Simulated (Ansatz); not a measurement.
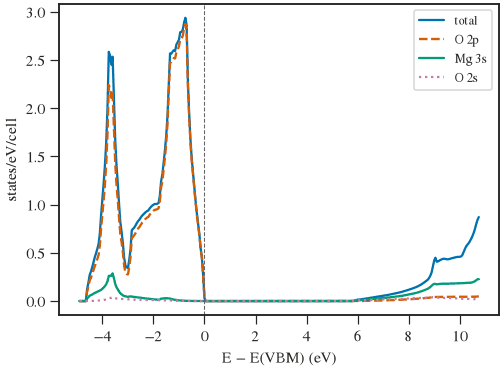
Figure. Total and projected density of states of MgO (rock salt, Fm-3m), r²SCAN+D4 (plane waves, PAW; program Ansatz)

### Question
Which orbitals carry the states next to the gap?

### Answer
Top 1 eV of the valence band: O 2p 98 %. Bottom 1 eV of the conduction band: Mg 3s 57 %, O 2s 35 %, O 2p 7 %. Projections are on Löwdin-orthogonalised atomic valence shells; empty p or d shells of many metals are not among them.

### Question
Where is the tallest occupied peak in this window, and what makes it?

### Answer
Near -0.8 eV, about 2.9 states/eV per cell; the largest projected share is O 2p.

The cell was relaxed with r²SCAN+D4 under the symmetry of its start. The volume moved by -41 % from the start of the relaxation.

Potentials: the later of the program's two PAW sets.
